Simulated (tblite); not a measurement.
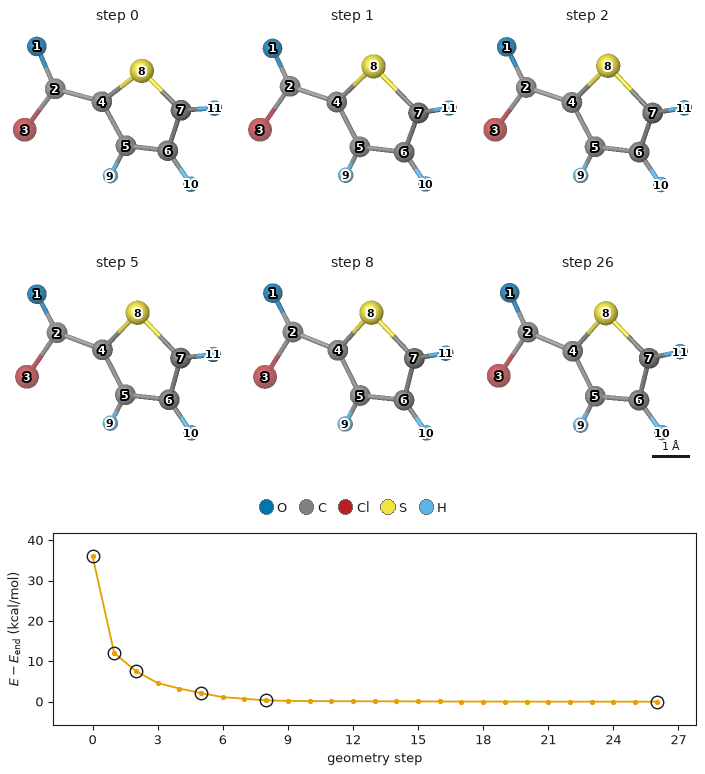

Frames of a relaxation of C5H3ClOS, marked on the history of the run. A ball-and-stick model, seen at a tilt.

All numbers below come from tblite 0.8.0, GFN2-xTB geometry optimisation, gas phase. 

What happens along the run?

Answer. S8 moves most after the best rigid fit: 0.21 Å. By element the largest moves are S 0.21 Å, H 0.16 Å, C 0.15 Å, Cl 0.15 Å, O 0.10 Å. Some distances before and after: C7–S8 1.524 → 1.707 Å, O1–C2 1.265 → 1.191 Å, C5–C6 1.342 → 1.400 Å, C2–C4 1.478 → 1.435 Å. Among the angles between lasting bonds that change: C2–C4–S8 134.9° → 118.1°, C5–C4–S8 100.4° → 111.3°, Cl3–C2–C4 122.6° → 112.2°. After 26 geometry steps the energy has fallen by 36.1 kcal/mol. From step 0 to 1: S8 moves most (0.15 Å), energy −24.0 kcal/mol. From step 1 to 2: O1 moves most (0.05 Å), energy −4.49 kcal/mol. From step 2 to 5: C7 moves most (0.08 Å), energy −5.42 kcal/mol. From step 5 to 8: Cl3 moves most (0.10 Å), energy −1.81 kcal/mol. From step 8 to 26: O1 moves most (0.06 Å), energy −0.32 kcal/mol.
